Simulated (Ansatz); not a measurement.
# GaH₃OS (SMILES [OH][GaH][SH]): one structure at several levels

The atoms stand at a structure displaced at random from a GFN2-xTB minimum. How far do the functionals agree with CCSD(T) there?

Method: single points in def2-TZVPP; program: Ansatz 0.2.0, Gaussian basis.

Correlated methods freeze the cores. Filled d shells of the heavier atoms are correlated.

### Step 1. The starting structure

SMILES `[OH][GaH][SH]`, 6 atoms, charge 0, spin multiplicity 1.

Atoms are counted from 1 here; the program's logs count them from 0.

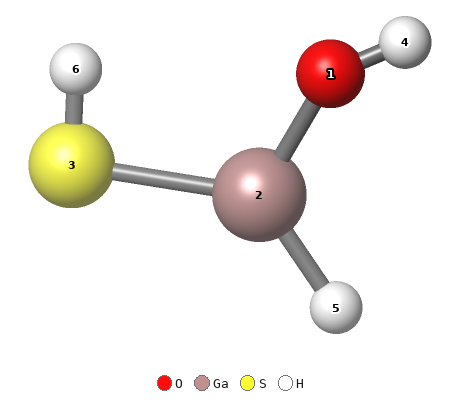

As it starts; oxygen red, gallium pink, sulfur yellow, hydrogen white; atoms are numbered from 1 in the order of the file.

Coordinates:

```xyz
6

O    -1.01450   -0.75330    0.23770
Ga    0.16540    0.11850   -0.59930
S     1.51220    1.18490    0.73660
H    -1.58330   -1.46580    0.11290
H     0.02120    0.11080   -2.14730
H     1.11160    0.73810    1.66490
```

### Step 2. CCSD(T)/def2-TZVPP

run/in.yaml

```yaml
crystal:
  periodic: [false, false, false]
  atoms:
    - {symbol: O, position_ang: [-1.014500, -0.753300, 0.237700]}
    - {symbol: Ga, position_ang: [0.165400, 0.118500, -0.599300]}
    - {symbol: S, position_ang: [1.512200, 1.184900, 0.736600]}
    - {symbol: H, position_ang: [-1.583300, -1.465800, 0.112900]}
    - {symbol: H, position_ang: [0.021200, 0.110800, -2.147300]}
    - {symbol: H, position_ang: [1.111600, 0.738100, 1.664900]}
basis:
  gaussian: {orbitals: def2-TZVPP}
correlation: {method: ccsd_t}
output: {forces: true}
```

The run is started by

```sh
> ansatz run in.yaml --threads 4 --pin off --events-out ev --progress --plain --max-ram 5222MiB
```

Standard output, shortened:

```text
Functional definition: HF
  name "HF"
  cite "Fock, Z. Phys. 61, 126 (1930) doi:10.1007/BF01340294"
  parent pbe
[...]
988 factors; integrals over basis functions are off by at most 1.2e-3 eV
[...]
mean field -65238.12137661 eV, -2397.4567406037 hartree, gradient 4.2e-6 eV, S^2 0.000000; 0 other end points of the search recorded, 0 dependent functions left out
15 core orbitals not correlated: weight in the atoms' cores, before any rotation towards them, 1.000 or more for the frozen orbitals, at most 0.000 for the correlated occupied ones
reference -65238.12137661 eV, -2397.4567406037 hartree; 14, 14 occupied and 134, 134 virtual orbitals, 988 factors
second order -17.55352955 eV of doubles, -0.00000000 eV of singles
cycle   1  -17.46450608 eV  change    8.9e-2 eV  update   1.0e-1
[...]
cycle  11  -18.05699078 eV  change    3.7e-7 eV  update   3.1e-6
perturbative correction -0.70764458 eV, -0.0260054586 hartree
[...]
working
working
Total energy: -65256.88601198 eV, -2398.1463282341 hartree
Atom 0 at    -1.014500    -0.753300     0.237700 Å, force    -0.544574     0.177985     2.333516 eV/Å
Atom 1 at     0.165400     0.118500    -0.599300 Å, force     1.030686     0.858758    -1.693318 eV/Å
Atom 2 at     1.512200     1.184900     0.736600 Å, force     4.649305     5.038896    -9.932224 eV/Å
Atom 3 at    -1.583300    -1.465800     0.112900 Å, force    -1.092005    -1.413186    -0.678145 eV/Å
Atom 4 at     0.021200     0.110800    -2.147300 Å, force     0.357510     0.185918     0.027639 eV/Å
Atom 5 at     1.111600     0.738100     1.664900 Å, force    -4.400922    -4.848372     9.942532 eV/Å
Dipole moment:    -0.163460    -0.272965    -0.126490 e Å
```

It took 3.4 min on 4 threads of Arm Neoverse N1, shared host; peak memory 2.2 GiB.

### Step 3. PBE0-D4/def2-TZVPP

run/in.yaml, as its differences from that of step 2:

```diff
@@ -11,3 +11,3 @@
   gaussian: {orbitals: def2-TZVPP}
-correlation: {method: ccsd_t}
-output: {forces: true}
+hamiltonian: {xc: pbe0, dispersion: d4}
+output: {forces: true, orbitals: {seedname: orbitals}}
```

The run is started by

```sh
> ansatz run in.yaml --threads 4 --pin off --events-out ev --progress --plain --max-ram 5222MiB
```

Standard output, shortened:

```text
Functional definition: PBE0
  name "PBE0"
  cite "Adamo & Barone, J. Chem. Phys. 110, 6158 (1999) doi:10.1063/1.478522"
  cite "Perdew, Burke & Ernzerhof, Phys. Rev. Lett. 77, 3865 (1996) doi:10.1103/PhysRevLett.77.3865"
[... 1 set-up line as earlier in the session ...]
[...]
1056 factors; their error is unknown
[...]
mean field -65298.01650599 eV, -2399.6578460097 hartree, gradient 1.5e-5 eV, S^2 0.000000; 0 other end points of the search recorded, 0 dependent functions left out
[...]
reference -65298.01653240 eV, -2399.6578469805 hartree; 29, 29 occupied and 134, 134 virtual orbitals, 1056 factors
Total energy: -65298.11349392 eV, -2399.6614102505 hartree
Atom 0 at    -1.014500    -0.753300     0.237700 Å, force    -0.499353     0.200426     2.247317 eV/Å
Atom 1 at     0.165400     0.118500    -0.599300 Å, force     1.039661     0.863128    -1.526908 eV/Å
Atom 2 at     1.512200     1.184900     0.736600 Å, force     4.642860     5.048729   -10.097428 eV/Å
Atom 3 at    -1.583300    -1.465800     0.112900 Å, force    -1.067945    -1.384932    -0.647684 eV/Å
Atom 4 at     0.021200     0.110800    -2.147300 Å, force     0.342989     0.182024    -0.028854 eV/Å
Atom 5 at     1.111600     0.738100     1.664900 Å, force    -4.458213    -4.909376    10.053557 eV/Å
Dipole moment:    -0.169742    -0.275724    -0.126967 e Å
```

It took 2.9 s on 4 threads of Arm Neoverse N1, shared host; peak memory 0.36 GiB.

### Step 4. wB97M-V/def2-TZVPP

run/in.yaml, as its differences from that of step 3:

```diff
@@ -11,3 +11,3 @@
   gaussian: {orbitals: def2-TZVPP}
-hamiltonian: {xc: pbe0, dispersion: d4}
-output: {forces: true, orbitals: {seedname: orbitals}}
+hamiltonian: {xc: {name: wB97M-V}}
+output: {forces: true}
```

The run is started by

```sh
> ansatz run in.yaml --threads 4 --pin off --events-out ev --progress --plain --max-ram 5222MiB
```

Standard output, shortened:

```text
Functional definition: wB97M-V
  name "wB97M-V"
  cite "Mardirossian & Head-Gordon, J. Chem. Phys. 144, 214110 (2016) doi:10.1063/1.4952647"
  cite "Becke, J. Chem. Phys. 107, 8554 (1997) doi:10.1063/1.475007"
  cite "Vydrov & Van Voorhis, J. Chem. Phys. 133, 244103 (2010) doi:10.1063/1.3521275"
  # Of w^i u^j: cxij and so on, Table III.
[...]
  gx(w, u) = 1 - cx + cx01*u + cx10*w
  gss(w, u) = css00 + css04*u^4 + css10*w + css20*w^2 + css43*w^4*u^3
  gos(w, u) = cos00 + cos10*w + (cos20 + cos21*u)*w^2 + (cos60 + cos61*u)*w^6
[...]
      + integral(e_c_pw_mod_opposite_spin*gos(b97_w_opposite, b97_u_opposite)) + vv10(b, c)
1022 factors; their error is unknown
214 factors; integrals over basis functions are off by at most 7.1e-6 eV
[...]
mean field -65306.77325316 eV, -2399.9796505327 hartree, gradient 8.5e-5 eV, S^2 0.000000; 0 other end points of the search recorded, 0 dependent functions left out
[...]
reference -65306.77329640 eV, -2399.9796521220 hartree; 29, 29 occupied and 134, 134 virtual orbitals, 1022 factors
Total energy: -65306.77329640 eV, -2399.9796521220 hartree
Atom 0 at    -1.014500    -0.753300     0.237700 Å, force    -0.549978     0.154183     2.296840 eV/Å
Atom 1 at     0.165400     0.118500    -0.599300 Å, force     1.133978     0.956281    -1.684348 eV/Å
Atom 2 at     1.512200     1.184900     0.736600 Å, force     4.558075     4.956457    -9.935714 eV/Å
Atom 3 at    -1.583300    -1.465800     0.112900 Å, force    -1.108483    -1.416250    -0.638152 eV/Å
Atom 4 at     0.021200     0.110800    -2.147300 Å, force     0.351652     0.176999     0.077054 eV/Å
Atom 5 at     1.111600     0.738100     1.664900 Å, force    -4.385244    -4.827671     9.884319 eV/Å
Dipole moment:    -0.168224    -0.276355    -0.133752 e Å
```

Run time: 8.5 s. Hardware: 4 threads of Arm Neoverse N1, shared host; peak memory 0.47 GiB.

### Step 5. r2SCAN-D4/def2-TZVPP

run/in.yaml, as its differences from that of step 4:

```diff
@@ -11,3 +11,3 @@
   gaussian: {orbitals: def2-TZVPP}
-hamiltonian: {xc: {name: wB97M-V}}
+hamiltonian: {xc: r2scan, dispersion: d4}
 output: {forces: true}
```

The run is started by

```sh
> ansatz run in.yaml --threads 4 --pin off --events-out ev --progress --plain --max-ram 5222MiB
```

Standard output, shortened:

```text
Functional definition: r2SCAN
  name "r2SCAN"
  cite "Furness, Kaplan, Ning, Perdew & Sun, J. Phys. Chem. Lett. 11, 8208 (2020) doi:10.1021/acs.jpclett.0c02405"
  cite "Furness, Kaplan, Ning, Perdew & Sun, J. Phys. Chem. Lett. 11, 9248 (2020) doi:10.1021/acs.jpclett.0c03077"
  parent r2scan
[...]
980 factors; their error is unknown
[...]
mean field -65308.91759360 eV, -2400.0584535905 hartree, gradient 9.1e-6 eV, S^2 0.000000; 0 other end points of the search recorded, 0 dependent functions left out
[...]
reference -65308.91760431 eV, -2400.0584539843 hartree; 29, 29 occupied and 134, 134 virtual orbitals, 980 factors
Total energy: -65308.94286544 eV, -2400.0593823135 hartree
Atom 0 at    -1.014500    -0.753300     0.237700 Å, force    -0.403428     0.308735     2.269304 eV/Å
Atom 1 at     0.165400     0.118500    -0.599300 Å, force     1.050050     0.862550    -1.601032 eV/Å
Atom 2 at     1.512200     1.184900     0.736600 Å, force     4.600713     5.016518   -10.075230 eV/Å
Atom 3 at    -1.583300    -1.465800     0.112900 Å, force    -1.142532    -1.473619    -0.665847 eV/Å
Atom 4 at     0.021200     0.110800    -2.147300 Å, force     0.348099     0.185255     0.068588 eV/Å
Atom 5 at     1.111600     0.738100     1.664900 Å, force    -4.452902    -4.899439    10.004217 eV/Å
Dipole moment:    -0.177211    -0.278061    -0.113201 e Å
```

Wall time 4.2 s (4 threads of Arm Neoverse N1, shared host); peak memory 0.21 GiB.

### Step 6. PBE-D4/def2-TZVPP

run/in.yaml, as its differences from that of step 5:

```diff
@@ -11,3 +11,3 @@
   gaussian: {orbitals: def2-TZVPP}
-hamiltonian: {xc: r2scan, dispersion: d4}
+hamiltonian: {xc: pbe, dispersion: d4}
 output: {forces: true}
```

The run is started by

```sh
> ansatz run in.yaml --threads 4 --pin off --events-out ev --progress --plain --max-ram 5222MiB
```

Standard output, shortened:

```text
Functional definition: PBE
  name "PBE"
[... 2 set-up lines as earlier in the session ...]
[...]
980 factors; their error is unknown
[...]
mean field -65295.93735027 eV, -2399.5814384465 hartree, gradient 4.1e-5 eV, S^2 0.000000; 0 other end points of the search recorded, 0 dependent functions left out
[...]
reference -65295.93738583 eV, -2399.5814397534 hartree; 29, 29 occupied and 134, 134 virtual orbitals, 980 factors
Total energy: -65296.05218906 eV, -2399.5856586941 hartree
Atom 0 at    -1.014500    -0.753300     0.237700 Å, force    -0.465797     0.419829     2.557444 eV/Å
Atom 1 at     0.165400     0.118500    -0.599300 Å, force     1.258997     0.976940    -1.770779 eV/Å
Atom 2 at     1.512200     1.184900     0.736600 Å, force     4.826120     5.225437   -10.094053 eV/Å
Atom 3 at    -1.583300    -1.465800     0.112900 Å, force    -1.412897    -1.820812    -0.733449 eV/Å
Atom 4 at     0.021200     0.110800    -2.147300 Å, force     0.314734     0.179624    -0.143108 eV/Å
Atom 5 at     1.111600     0.738100     1.664900 Å, force    -4.521156    -4.981018    10.183945 eV/Å
Dipole moment:    -0.171823    -0.268810    -0.101639 e Å
```

It took 2.1 s on 4 threads of Arm Neoverse N1, shared host; peak memory 0.18 GiB.

### Step 7. r2SCANh-D4/def2-TZVPP

run/in.yaml, as its differences from that of step 6:

```diff
@@ -11,3 +11,3 @@
   gaussian: {orbitals: def2-TZVPP}
-hamiltonian: {xc: pbe, dispersion: d4}
+hamiltonian: {xc: {name: r2SCANh}, dispersion: d4}
 output: {forces: true}
```

The run is started by

```sh
> ansatz run in.yaml --threads 4 --pin off --events-out ev --progress --plain --max-ram 5222MiB
```

Standard output, shortened:

```text
Functional definition: r2SCANh
  name "r2SCANh"
  cite "Bursch, Neugebauer, Ehlert & Grimme, J. Chem. Phys. 156, 134105 (2022) doi:10.1063/5.0086040"
[... 3 set-up lines as earlier in the session ...]
[...]
1003 factors; their error is unknown
[...]
mean field -65308.46317449 eV, -2400.0417539961 hartree, gradient 1.7e-5 eV, S^2 0.000000; 0 other end points of the search recorded, 0 dependent functions left out
[...]
reference -65308.46318433 eV, -2400.0417543578 hartree; 29, 29 occupied and 134, 134 virtual orbitals, 1003 factors
Total energy: -65308.49076378 eV, -2400.0427678840 hartree
Atom 0 at    -1.014500    -0.753300     0.237700 Å, force    -0.429362     0.233615     2.186762 eV/Å
Atom 1 at     0.165400     0.118500    -0.599300 Å, force     0.996229     0.837332    -1.535925 eV/Å
Atom 2 at     1.512200     1.184900     0.736600 Å, force     4.561649     4.976347   -10.069114 eV/Å
Atom 3 at    -1.583300    -1.465800     0.112900 Å, force    -1.047198    -1.352186    -0.638658 eV/Å
Atom 4 at     0.021200     0.110800    -2.147300 Å, force     0.354344     0.184965     0.086650 eV/Å
Atom 5 at     1.111600     0.738100     1.664900 Å, force    -4.435662    -4.880073     9.970285 eV/Å
Dipole moment:    -0.174919    -0.278938    -0.121879 e Å
```

Run time: 5.5 s. Hardware: 4 threads of Arm Neoverse N1, shared host; peak memory 0.38 GiB.

### Step 8. SPW92/def2-TZVPP

run/in.yaml, as its differences from that of step 7:

```diff
@@ -11,3 +11,3 @@
   gaussian: {orbitals: def2-TZVPP}
-hamiltonian: {xc: {name: r2SCANh}, dispersion: d4}
+hamiltonian: {xc: lda}
 output: {forces: true}
```

The run is started by

```sh
> ansatz run in.yaml --threads 4 --pin off --events-out ev --progress --plain --max-ram 5222MiB
```

Standard output, shortened:

```text
Functional definition: SPW92
  name "SPW92"
  cite "Dirac, Proc. Camb. Phil. Soc. 26, 376 (1930) doi:10.1017/S0305004100016108"
  cite "Slater, Phys. Rev. 81, 385 (1951) doi:10.1103/PhysRev.81.385"
  cite "Perdew & Wang, Phys. Rev. B 45, 13244 (1992) doi:10.1103/PhysRevB.45.13244"
[...]
980 factors; their error is unknown
[...]
mean field -65176.04045279 eV, -2395.1753087329 hartree, gradient 2.8e-5 eV, S^2 0.000000; 0 other end points of the search recorded, 0 dependent functions left out
[...]
reference -65176.04048605 eV, -2395.1753099555 hartree; 29, 29 occupied and 134, 134 virtual orbitals, 980 factors
Total energy: -65176.04048605 eV, -2395.1753099555 hartree
Atom 0 at    -1.014500    -0.753300     0.237700 Å, force     0.263715     1.003538     2.133659 eV/Å
Atom 1 at     0.165400     0.118500    -0.599300 Å, force     0.978873     0.803106    -1.204294 eV/Å
Atom 2 at     1.512200     1.184900     0.736600 Å, force     4.527969     4.996416   -10.457808 eV/Å
Atom 3 at    -1.583300    -1.465800     0.112900 Å, force    -1.520918    -1.949207    -0.737816 eV/Å
Atom 4 at     0.021200     0.110800    -2.147300 Å, force     0.318457     0.170117     0.047398 eV/Å
Atom 5 at     1.111600     0.738100     1.664900 Å, force    -4.568096    -5.023970    10.218861 eV/Å
Dipole moment:    -0.177944    -0.274469    -0.114083 e Å
```

It took 1.4 s on 4 threads of Arm Neoverse N1, shared host; peak memory 0.18 GiB.

### Step 9. Side by side

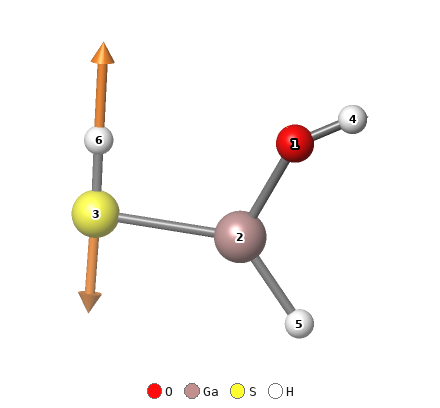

Forces at CCSD(T); the longest arrow is 12.07 eV/Å.

| method | RMS force component (eV/Å) | RMS error against CCSD(T) (eV/Å) | angle to CCSD(T) forces (°) | dipole (D) |
| --- | --- | --- | --- | --- |
| CCSD(T) | 4.094 | reference | reference | 1.64 |
| PBE0-D4 | 4.131 | 0.071 | 0.8 | 1.67 |
| wB97M-V | 4.074 | 0.050 | 0.7 | 1.68 |
| r2SCAN-D4 | 4.121 | 0.071 | 0.9 | 1.67 |
| PBE-D4 | 4.217 | 0.193 | 2.1 | 1.61 |
| r2SCANh-D4 | 4.099 | 0.078 | 1.1 | 1.69 |
| SPW92 | 4.222 | 0.375 | 4.9 | 1.66 |

Energy less the free neutral atoms in their ground states at the same level (atoms from separate runs):

Differences are taken before rounding.

| method | rung | energy less atoms (kJ/mol) | from CCSD(T) (kJ/mol) |
| --- | --- | --- | --- |
| SPW92 | LDA | -1909.9 | -304.3 |
| PBE-D4 | GGA | -1637.3 | -31.7 |
| r2SCAN-D4 | meta-GGA | -1647.9 | -42.2 |
| PBE0-D4 | hybrid | -1611.6 | -6.0 |
| r2SCANh-D4 | hybrid | -1633.8 | -28.2 |
| wB97M-V | range-separated hybrid | -1640.8 | -35.1 |
| Hartree-Fock | wavefunction | -1092.7 | +512.9 |
| MP2 | wavefunction | -1643.6 | -38.0 |
| CCSD | wavefunction | -1576.7 | +28.9 |
| CCSD(T) | wavefunction | -1605.6 | 0 |

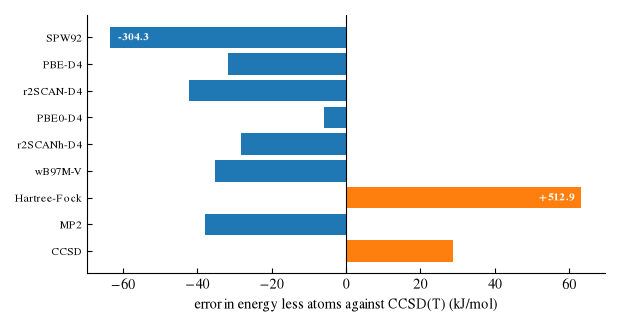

Deviations from CCSD(T), method by method. Bars with a number in them are cut short.

What each level took, beside its miss in the forces (shared host):

| method | time | RMS force error (eV/Å) |
| --- | --- | --- |
| CCSD(T) | 3.4 min | 0 |
| PBE0-D4 | 2.9 s | 0.071 |
| wB97M-V | 8.5 s | 0.050 |
| r2SCAN-D4 | 4.2 s | 0.071 |
| PBE-D4 | 2.1 s | 0.193 |
| r2SCANh-D4 | 5.5 s | 0.078 |
| SPW92 | 1.4 s | 0.375 |

### Step 10. Summary of results

| quantity | value |
| --- | --- |
| energy less free atoms, CCSD(T)/def2-TZVPP | -1605.6 kJ/mol |
| RMS force component | 4.074 to 4.222 eV/Å over the methods |
| RMS force error | PBE0-D4 0.071, wB97M-V 0.050, r2SCAN-D4 0.071, PBE-D4 0.193, r2SCANh-D4 0.078, SPW92 0.375 eV/Å |
| HOMO and LUMO, PBE0-D4 | -7.70 and -0.72 eV |
| T1 diagnostic | 0.013 |

**Reading.** Against CCSD(T) the functionals' energies less atoms differ by -304.3 to -6.0 kJ/mol, PBE-D4 by -31.7 kJ/mol. A larger basis would deepen the CCSD(T) value, while the functionals are nearly converged already, so the order here is not reliable. For forces wB97M-V does best and SPW92 worst. Frozen-core CCSD(T) forces in triple zeta carry basis errors of their own, and this is one geometry, so small gaps rank nothing.
